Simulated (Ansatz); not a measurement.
# Relaxing a frame of liquid aqueous KCl from 333 K (200 atoms)

Aim: bring a frame of liquid aqueous KCl from 333 K (200 atoms) to a nearby minimum of the energy and see what moves.

Calculated with Ansatz 0.2.0; Kohn-Sham DFT, PBEsol, PAW (set soft_2), plane waves.

## (1) The structure

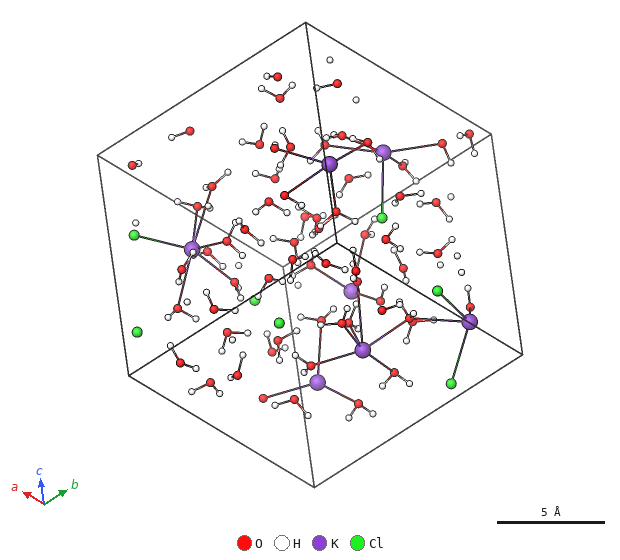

Start, viewed from a free direction; oxygen red, hydrogen white, potassium purple, chlorine green. Bonds to atoms that aren't drawn are left out. Some periodic images of atoms are drawn too.

The cell holds 200 atoms: 62 O, 124 H, 7 K and 7 Cl. Cell: a = 13.146 Å, b = 13.146 Å, c = 13.146 Å, α = 90.0°, β = 90.0°, γ = 90.0°. 62 H2O, 7 K+, 7 Cl- placed at random, at 1.2 g/cm³; overlaps pushed apart, then 10 ps at 433 K with Joung-Cheatham ions (J. Phys. Chem. B 112, 9020 (2008)); SPC/E water (Berendsen, Grigera and Straatsma, J. Phys. Chem. 91, 6269 (1987)). Snapshot after 20 ps at 333 K and fixed volume. The density is a measured one.

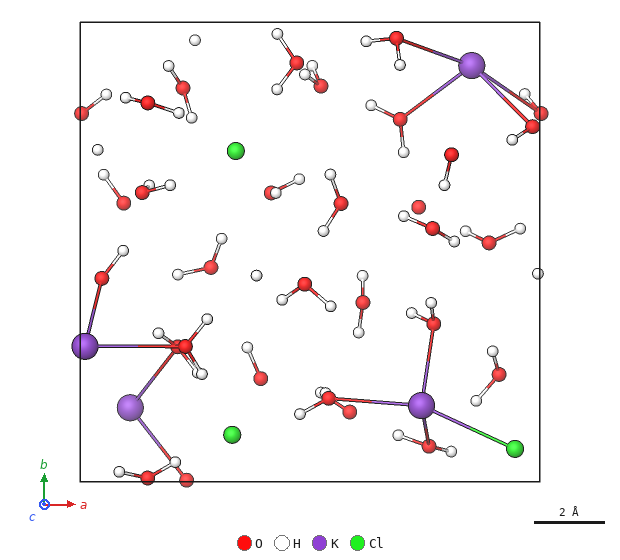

A slice 6 Å thick through the middle of the cell. Bonds to atoms that aren't drawn are left out.

Before any run, some limits are plain. The network of contacts between molecules at the start is that of the classical potential that made the cell. The functional has no dispersion term, which matters for the binding between molecules or layers. Sampling is at Γ alone, for a cell whose shortest periodic width is 13 Å.

## (2) Single point at the start

The forces at the start show how far the geometry lies from a minimum of this functional.

Input file input.yaml:

```yaml
crystal:
  lattice:
    - [13.14612, 0.0, 0.0]
    - [0.0, 13.14612, 0.0]
    - [0.0, 0.0, 13.14612]
  atoms:
    - { symbol: O, position: [0.75984, 0.75901, 0.1738] }
    - { symbol: H, position: [0.83434, 0.77418, 0.17162] }
    - { symbol: H, position: [0.72215, 0.81116, 0.13323] }
    - { symbol: O, position: [0.53272, 0.62272, 0.09984] }
    [... 190 atom lines left out ...]
    - { symbol: Cl, position: [0.38989, 0.95712, 0.11729] }
    - { symbol: Cl, position: [0.92898, 0.01162, 0.22683] }
    - { symbol: Cl, position: [0.94629, 0.07185, 0.62141] }
    - { symbol: Cl, position: [0.33079, 0.1025, 0.61974] }
    - { symbol: Cl, position: [0.33864, 0.72006, 0.61718] }
    - { symbol: Cl, position: [0.66188, 0.44314, 0.14338] }
kpoints:
  mp_grid: { grid: [1, 1, 1] }
hamiltonian:
  xc: pbesol
scf:
  occupations: { method: fixed }
output:
  forces: true
  stress: true
  populations: true
  dos:
    method: { smearing: { sigma: 0.08 } }
    de: 0.1
    projected: { site_lists: { Cl: [Cl], H: [H], K: [K], O: [O] } }
  eigenvalues: true
```

Command:

```console
$ ansatz run input.yaml --threads 4 --pin off --max-ram 8192MiB --backend cpu --events-out ev --progress --plain --runs-dir out
```

Elapsed: 33 s, on 4 threads of Intel Xeon Platinum 8259CL at 2.50GHz (Skylake/Cascade Lake), shared host; peak memory 3.3 GiB; 2 min of CPU time.

Numbers from this run:

```yaml
free_energy: -54802.7459 eV
free_energy_per_atom: -274.0137 eV/atom
scf_cycles: 10
pressure: -2.353 GPa
r_m_s_force_component: 0.4659 eV/Å
longest_force: 1.498 eV/Å
fermi_energy: -1.542 eV
spacing_of_highest_filled_and_lowest_empty_level: 3.957 eV
spilling_of_the_projection: 0.009535
```

The r.m.s. force component of 0.47 eV/Å and the pressure of -2.4 GPa set the starting point.

Length of the force by element:

| element | coordination | atoms | mean length of the force (eV/Å) | spread | least | most |
| --- | --- | --- | --- | --- | --- | --- |
| Cl | all | 7 | 0.319 | 0.0781 | 0.203 | 0.437 |
| H | all | 124 | 0.839 | 0.320 | 0.134 | 1.50 |
| K | all | 7 | 0.324 | 0.0961 | 0.205 | 0.456 |
| O | all | 62 | 0.626 | 0.266 | 0.115 | 1.35 |

## (3) Cell and atoms relaxed

Cell and atoms are freed together, to release stress as well as forces.

input.yaml, the sections that differ from step 2:

```yaml
output:
  forces: true
relax:
  f_tol: 0.05
  max_steps: 200
  cell: {}
# crystal, kpoints, hamiltonian, scf: as in step 2
```

It took 16 min on 4 threads; peak memory 3 GiB.

Step by step (22 of 67):

| step | energy less that of the first step (eV) | largest force component (eV/Å) | pressure (GPa) | volume (Å³) |
| --- | --- | --- | --- | --- |
| 1 | 0.0000 | 1.3219 | -2.35 | 2271.92 |
| 4 | -8.0772 | 0.6337 | 0.15 | 2155.69 |
| 7 | -10.2936 | 0.6525 | -0.07 | 2149.04 |
| 10 | -11.5456 | 0.6116 | -0.17 | 2152.73 |
| 14 | -12.4225 | 0.2488 | -0.04 | 2165.93 |
| 17 | -12.6539 | 0.6873 | 0.02 | 2171.18 |
| 20 | -12.9665 | 0.5159 | -0.12 | 2170.27 |
| 23 | -13.3399 | 0.2833 | -0.02 | 2168.18 |
| 26 | -13.4906 | 0.2131 | -0.03 | 2178.36 |
| 29 | -13.5140 | 0.1698 | -0.05 | 2199.99 |
| 32 | -13.5796 | 0.2978 | -0.03 | 2201.43 |
| 36 | -13.5911 | 0.1349 | 0.05 | 2198.89 |
| 39 | -13.6184 | 0.0735 | 0.00 | 2206.09 |
| 42 | -13.5056 | 0.0364 | 0.00 | 2194.47 |
| 45 | -13.5457 | 0.0990 | 0.00 | 2185.25 |
| 48 | -13.5998 | 0.6269 | -0.04 | 2186.77 |
| 51 | -13.6346 | 0.6949 | 0.00 | 2179.34 |
| 54 | -13.7208 | 0.0763 | 0.00 | 2175.29 |
| 58 | -13.8324 | 0.3476 | -0.03 | 2166.90 |
| 61 | -13.8891 | 0.1334 | -0.01 | 2164.11 |
| 64 | -13.8269 | 0.0618 | 0.06 | 2146.15 |
| 67 | -13.7824 | 0.0199 | -0.01 | 2155.42 |

Relaxation steps 36, 51, 60 were tried and not accepted.

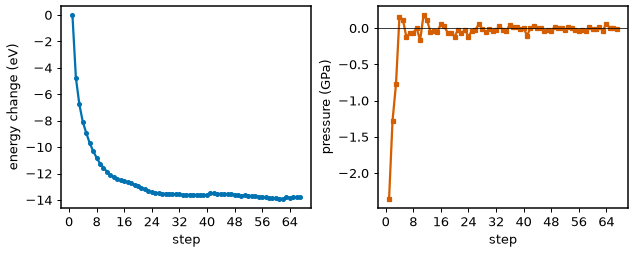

Energy and pressure along the relaxation.

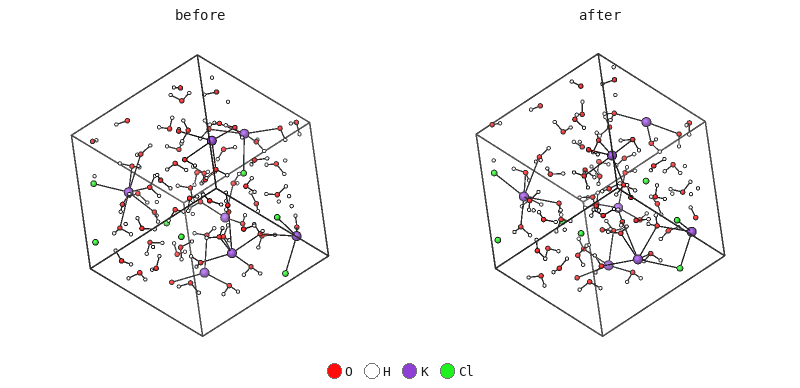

Before and after, at one scale. Bonds to atoms that aren't drawn are left out.

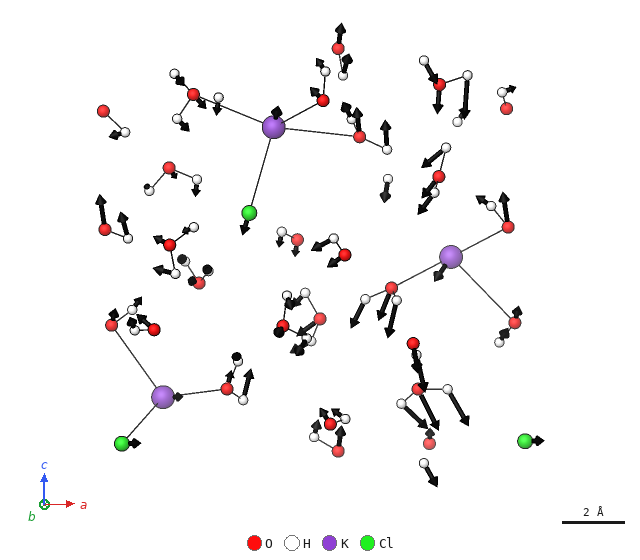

Displacements in the relaxation, scaled, measured against the changing cell; the longest in the cell stands for 2.03 Å. Drawn is a slice 4 Å thick, seen along the normal of the ac plane. Bonds to atoms that aren't drawn are left out.

| cell as run | before | after | change |
| --- | --- | --- | --- |
| a (Å) | 13.146 | 12.725 | -3.2 % |
| b (Å) | 13.146 | 12.911 | -1.8 % |
| c (Å) | 13.146 | 13.128 | -0.1 % |
| α (°) | 90.00 | 89.41 | -0.7 % |
| β (°) | 90.00 | 88.86 | -1.3 % |
| γ (°) | 90.00 | 88.39 | -1.8 % |
| volume (Å³/atom) | 11.36 | 10.78 | -5.1 % |

The atoms that moved most (Å, as changes of fractional coordinates times the final cell):

| atom | dx | dy | dz | length |
| --- | --- | --- | --- | --- |
| O1 | 0.893 | -0.238 | -1.810 | 2.032 |
| H45 | -0.142 | 0.049 | -2.014 | 2.019 |
| H2 | 0.922 | -0.558 | -1.637 | 1.960 |
| H59 | 0.768 | -1.146 | 1.194 | 1.824 |
| O58 | 0.777 | -1.294 | 1.022 | 1.823 |
| H161 | -0.379 | 0.360 | -1.726 | 1.803 |
| H146 | 0.395 | 0.174 | -1.706 | 1.759 |
| O31 | -0.675 | 1.586 | -0.259 | 1.743 |

The relaxation changed the energy by -68.9 meV/atom, and atoms moved by 0.98 Å r.m.s., 2.0 Å at most.

## (4) Structure statistics after relaxation

Bonds before and after, by the cutoffs listed below:

| pair | bonds before | bonds after | mean before (Å) | mean after (Å) | spread before (Å) | spread after (Å) |
| --- | --- | --- | --- | --- | --- | --- |
| H-O | 124 | 124 | 1.000 | 1.002 | 0.000 | 0.013 |
| O-K | 30 | 32 | 2.803 | 2.808 | 0.140 | 0.097 |
| Cl-K | 8 | 8 | 3.234 | 3.248 | 0.166 | 0.156 |

Density 1.26 g/cm³, 10.78 Å³ an atom.

g(r), total and by pair (bins of 0.2 Å):

| r (Å) | total | H-H | H-O | H-Cl | H-K | O-O | O-Cl |
| --- | --- | --- | --- | --- | --- | --- | --- |
| 0.90 | 2.84 | 0.00 | 7.40 | 0.00 | 0.00 | 0.00 | 0.00 |
| 1.10 | 2.49 | 0.00 | 6.50 | 0.00 | 0.00 | 0.00 | 0.00 |
| 1.30 | 0.00 | 0.00 | 0.00 | 0.00 | 0.00 | 0.00 | 0.00 |
| 1.50 | 0.81 | 1.36 | 0.73 | 0.00 | 0.00 | 0.00 | 0.00 |
| 1.70 | 1.53 | 1.34 | 2.63 | 0.00 | 0.00 | 0.00 | 0.00 |
| 1.90 | 0.27 | 0.49 | 0.16 | 0.51 | 0.00 | 0.00 | 0.00 |
| 2.10 | 1.01 | 2.09 | 0.11 | 3.77 | 0.00 | 0.00 | 0.00 |
| 2.30 | 0.65 | 1.45 | 0.00 | 2.12 | 0.00 | 0.00 | 0.00 |
| 2.50 | 0.37 | 0.72 | 0.00 | 0.00 | 0.00 | 0.94 | 0.00 |
| 2.70 | 0.82 | 0.40 | 0.30 | 0.00 | 0.39 | 4.58 | 0.00 |
| 2.90 | 0.80 | 0.59 | 1.08 | 0.00 | 1.05 | 0.26 | 0.45 |
| 3.10 | 1.21 | 0.67 | 1.83 | 0.00 | 1.93 | 0.28 | 5.30 |
| 3.30 | 1.21 | 0.91 | 1.59 | 0.72 | 2.53 | 0.70 | 0.37 |
| 3.50 | 1.10 | 1.10 | 1.08 | 2.08 | 2.16 | 0.84 | 0.00 |
| 3.70 | 1.06 | 1.23 | 0.91 | 1.96 | 0.87 | 0.71 | 0.99 |
| 3.90 | 0.99 | 1.19 | 0.80 | 1.23 | 0.33 | 1.02 | 1.41 |
| 4.10 | 1.06 | 1.16 | 0.93 | 0.93 | 0.76 | 1.35 | 1.28 |
| 4.30 | 0.98 | 0.93 | 1.01 | 1.02 | 1.07 | 1.05 | 1.19 |
| 4.50 | 1.05 | 1.11 | 0.97 | 1.18 | 0.93 | 1.08 | 1.76 |
| 4.70 | 0.97 | 0.87 | 0.94 | 1.12 | 0.95 | 1.33 | 1.16 |
| 4.90 | 1.03 | 0.91 | 1.08 | 1.19 | 0.86 | 0.98 | 1.90 |
| 5.10 | 1.00 | 1.02 | 1.09 | 1.17 | 0.72 | 0.65 | 0.92 |
| 5.30 | 1.00 | 1.00 | 1.08 | 1.02 | 0.87 | 0.87 | 0.76 |
| 5.50 | 0.96 | 0.92 | 1.00 | 0.87 | 0.89 | 0.97 | 1.10 |
| 5.70 | 0.97 | 1.03 | 0.94 | 1.10 | 1.25 | 0.84 | 0.92 |
| 5.90 | 0.96 | 1.00 | 0.90 | 0.85 | 1.14 | 1.08 | 0.34 |
| 6.10 | 0.96 | 0.94 | 0.90 | 0.98 | 1.39 | 1.07 | 1.01 |
| 6.30 | 0.95 | 0.97 | 0.96 | 0.82 | 0.94 | 0.81 | 1.09 |

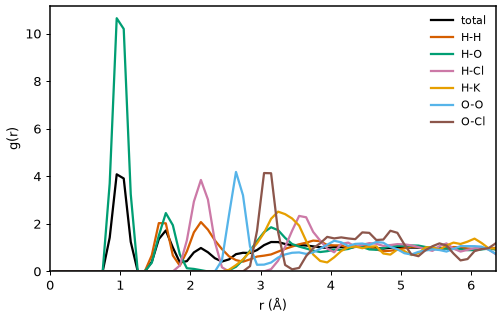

Pair distribution functions, lightly smoothed.

Bonds by pair of elements; cutoffs follow the first minimum of g(r), held within bounds set by covalent radii, and pairs that aren't listed don't count as bonded:

| pair A-B | cutoff (Å) | bonds | mean length (Å) | spread (Å) | shortest (Å) | B about A | A about B |
| --- | --- | --- | --- | --- | --- | --- | --- |
| H-O | 1.21 | 124 | 1.00 | 0.013 | 0.973 | 1 | 2 |
| O-K | 3.15 | 32 | 2.81 | 0.097 | 2.54 | 0.516 | 4.57 |
| Cl-K | 3.57 | 8 | 3.25 | 0.156 | 3.04 | 1.14 | 1.14 |

How many atoms have how many bonded neighbours:

| element | mean | 0 | 1 | 2 | 3 | 4 | 5 | 6 | 7 |
| --- | --- | --- | --- | --- | --- | --- | --- | --- | --- |
| Cl | 1.14 | 3 | 0 | 4 | 0 | 0 | 0 | 0 | 0 |
| H | 1 | 0 | 124 | 0 | 0 | 0 | 0 | 0 | 0 |
| K | 5.71 | 0 | 0 | 0 | 0 | 0 | 3 | 3 | 1 |
| O | 2.52 | 0 | 0 | 34 | 24 | 4 | 0 | 0 | 0 |

Bond angles, per cent of each kind in bins of 5°:

| angle (°) | H-O-K | H-O-H | O-K-O | Cl-K-O |
| --- | --- | --- | --- | --- |
| 55–60 | 0.0 | 0.0 | 1.7 | 3.0 |
| 60–65 | 1.6 | 0.0 | 0.0 | 0.0 |
| 65–70 | 0.0 | 0.0 | 6.7 | 0.0 |
| 70–75 | 1.6 | 0.0 | 8.3 | 9.1 |
| 75–80 | 1.6 | 0.0 | 10.0 | 21.2 |
| 80–85 | 4.7 | 0.0 | 3.3 | 9.1 |
| 85–90 | 1.6 | 0.0 | 11.7 | 0.0 |
| 90–95 | 7.8 | 0.0 | 5.0 | 6.1 |
| 95–100 | 6.2 | 3.2 | 8.3 | 9.1 |
| 100–105 | 10.9 | 25.8 | 5.0 | 12.1 |
| 105–110 | 14.1 | 66.1 | 3.3 | 6.1 |
| 110–115 | 12.5 | 4.8 | 1.7 | 0.0 |
| 115–120 | 7.8 | 0.0 | 6.7 | 3.0 |
| 120–125 | 6.2 | 0.0 | 6.7 | 0.0 |
| 125–130 | 7.8 | 0.0 | 0.0 | 3.0 |
| 130–135 | 7.8 | 0.0 | 3.3 | 0.0 |
| 135–140 | 3.1 | 0.0 | 1.7 | 3.0 |
| 140–145 | 1.6 | 0.0 | 0.0 | 0.0 |
| 145–150 | 1.6 | 0.0 | 5.0 | 0.0 |
| 150–155 | 1.6 | 0.0 | 1.7 | 3.0 |
| 155–160 | 0.0 | 0.0 | 1.7 | 9.1 |
| 160–165 | 0.0 | 0.0 | 3.3 | 0.0 |
| 165–170 | 0.0 | 0.0 | 1.7 | 0.0 |
| 170–175 | 0.0 | 0.0 | 3.3 | 3.0 |

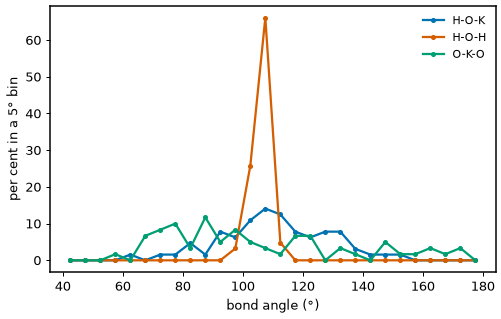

Distributions of the most common bond angles.

Bond angles (no mean is given where the spread exceeds 20°):

| angle | count | mean (°) | spread (°) |
| --- | --- | --- | --- |
| H-O-K | 64 | 111 | 17.8 |
| H-O-H | 62 | 106 | 2.4 |
| O-K-O | 60 | - | - |
| Cl-K-O | 33 | - | - |
| K-O-K | 4 | 102 | 13.6 |

Hydrogen bonds between water molecules (O–O under 3.5 Å, H–O···O angle under 30°):

| hydrogen bonds to other water | molecules |
| --- | --- |
| 0 | 0 |
| 1 | 1 |
| 2 | 16 |
| 3 | 29 |
| 4 | 14 |
| 5 | 2 |

First shells of the ions:

| ion | count | shell | mean number |
| --- | --- | --- | --- |
| K | 7 | water O within 3.6 A | 5.29 |

Bond length by coordination (bonds to H left out):

| element | coordination | atoms | mean bond length (Å) |
| --- | --- | --- | --- |
| Cl | 2 | 4 | 3.25 |
| K | 5 | 3 | 2.81 |
| K | 6 | 3 | 2.94 |
| K | 7 | 1 | 2.96 |
| O | 3 | 24 | 2.79 |
| O | 4 | 4 | 2.85 |

By these cutoffs 57 % of Cl atoms have 2, all H atoms have 1, 43 % of K atoms have 5 and as many 6 and 55 % of O atoms have 2 bonded neighbours. The H-O-K angle averages 111° with a spread of 18°. The 62 water molecules hold 3 hydrogen bonds each to other water on average, with a mean O–O distance of 2.68 Å. Ion shells in this frame: K 5.3 (water O within 3.6 Å).

(Continued in part 2 of 2.)

[Logs are printed without paths, hosts, clocks, repeated set-up lines and the standing remarks that a program may print on its own settings, such as how far it seeks lower states.]

[Hosts, paths, dates, database ids (printed as entryN), source tags and the programs' standing remarks are cut or masked in the printed files.]
